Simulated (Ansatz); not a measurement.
# CHSi2: the cost of one run

Computed with Ansatz 0.2.0, Gaussian basis. Level: cc-pVTZ, core rule «outside noble gas», up to 11 orbitals frozen.

Plan: UHF; CCSD(T) on ROHF; CCSD(T) on UHF; BCCD(T) on ROHF; CCSDT(Q) on ROHF; CCSDT(Q) on UHF.

3 further runs of the same task are left out: 3 set aside as unsound or not needed.

### Step 1. The geometry

The geometry is a PBE0/def2-TZVP stationary point (not a proven minimum).

4 atoms, charge 0, spin multiplicity 4.

Atoms are counted from 1 here; the program's logs count them from 0.

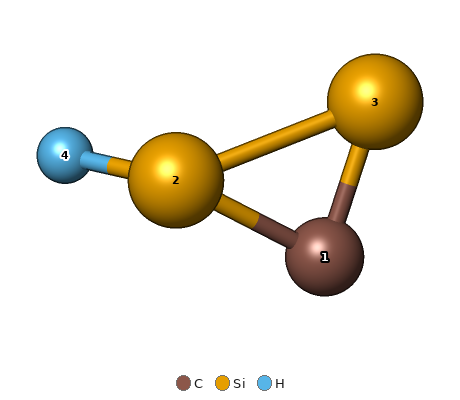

The structure; carbon brown, silicon amber, hydrogen blue; atoms are numbered from 1 in the order of the file.

### Step 2. UHF

The input, in.yaml:

```yaml
crystal:
  periodic: [false, false, false]
  atoms:
    - {symbol: C, position_ang: [-0.061244, -1.147988, -0.219952]}
    - {symbol: Si, position_ang: [0.099301, 0.160438, 1.164819]}
    - {symbol: Si, position_ang: [-0.033008, 0.314343, -1.142833]}
    - {symbol: H, position_ang: [-1.117401, 0.450106, 2.008353]}
basis:
  gaussian: {orbitals: cc-pVTZ}
magnetization: {spin_polarized: true, initial_magnetization: 3}
hamiltonian: {xc: hf}
output: {orbitals: {seedname: orbitals}}
```

Launch:

```console
$ ansatz run in.yaml --threads 1 --pin off --events-out ev --progress --plain --max-ram 4096MiB --backend cpu
```

What time and memory should one allow on 1 thread of AMD EPYC 7R13, shared host?

About 7.5 s, with a peak of 0.32 GiB.
